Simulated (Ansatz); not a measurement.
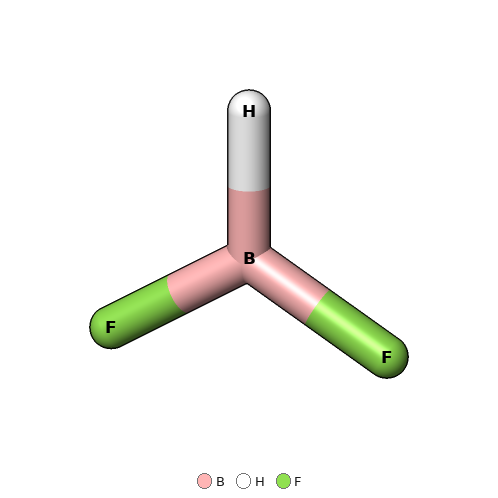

Rendered structure (stick style).

Question: Count the atoms of each element.

Answer: BF2H, 4 atoms: 1 boron, 2 fluorine and 1 hydrogen.

Question: Which point group does it belong to?

Answer: C2v.

Question: Count the bonded pairs by element.

Answer: 2 B–F, 1 B–H. Sticks follow a distance rule.

The parts below concern this one geometry. Atoms keep their numbers from picture to picture. Computed geometry: PBE0-D4/def2-TZVP optimisation.

### Shape

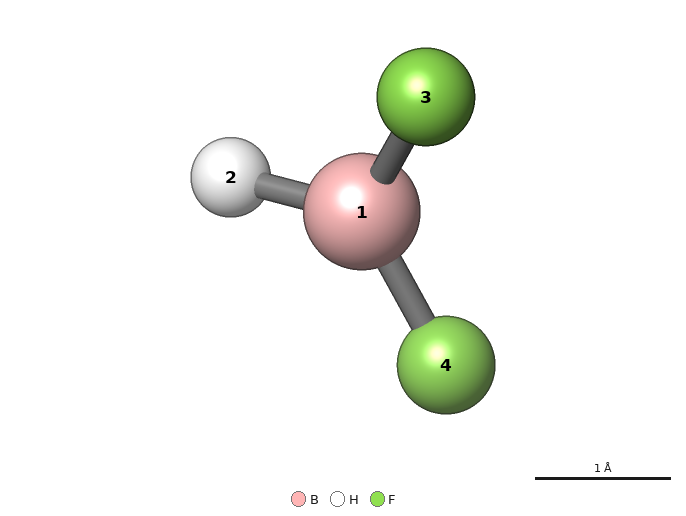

Give the bond lengths.

```csv
bond,length (Å)
B1–H2,1.191
B1–F3,1.313
B1–F4,1.313
```

### Thermal motion

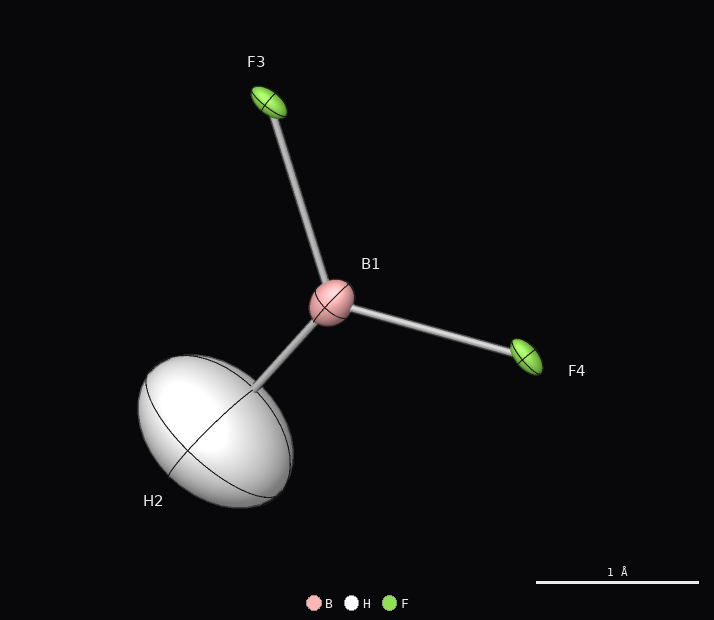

Displacement ellipsoids at the 50 % level, enlarged 3 times, from the internal vibrations of the free molecule (harmonic, no overall translation or rotation; no half-axis is drawn under 0.075 Å). Vibrations computed with RKS PBE0-D4/def2-TZVP (Ansatz 0.2.0). Temperature: 298 K.

Question: Which atom has the largest mean-square displacement?

Answer: H2, with U_eq = 0.0105 Å².

Question: Does H2 move more along its bond or across it?

Answer: Across it: the root-mean-square amplitude is 0.084 Å along the bond and up to 0.119 Å across, since bending and torsion are softer than stretching.

Give the displacement parameters, one line for each set of equivalent atoms.

```
  atom  U_eq (Å²)   rms amplitudes (Å)
    B1    0.00095  0.026, 0.028, 0.037
    H2     0.0105  0.084, 0.102, 0.119
F3, F4    0.00035  0.005, 0.013, 0.029
```

### Dipole moment

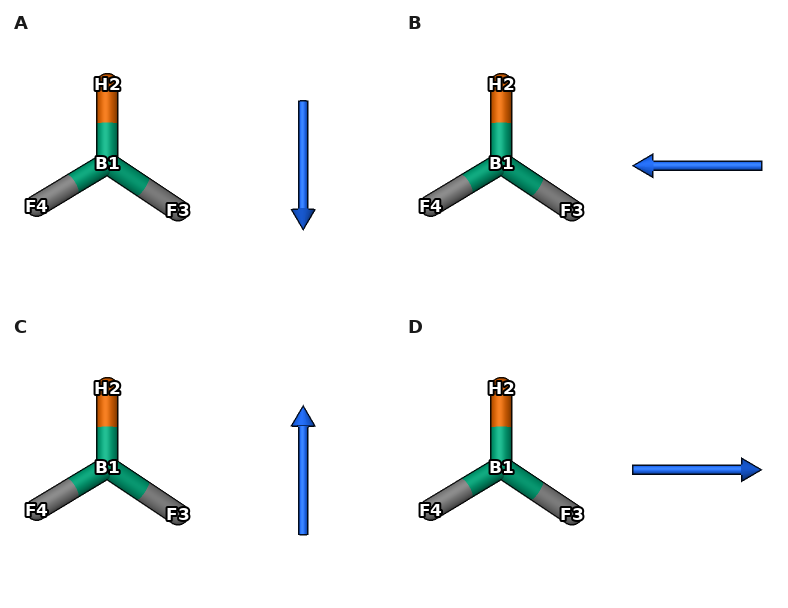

The same molecule four times, each with an arrow. Properties computed with RKS PBE0-D4/def2-TZVP (Ansatz 0.2.0).

Question: Which arrow points along the dipole moment, from the negative to the positive end?

Answer: C. The dipole moment is 0.89 D; it points from the side of F3, F4 to the side of H2 (the outermost atoms at the two ends).

### Electronic properties

Level of theory: RKS PBE0-D4/def2-TZVPP (Ansatz 0.2.0).

Computed properties:

- HOMO energy (Kohn–Sham orbital): −10.86 eV
- LUMO energy (Kohn–Sham orbital): −0.32 eV
- HOMO–LUMO gap: 10.54 eV
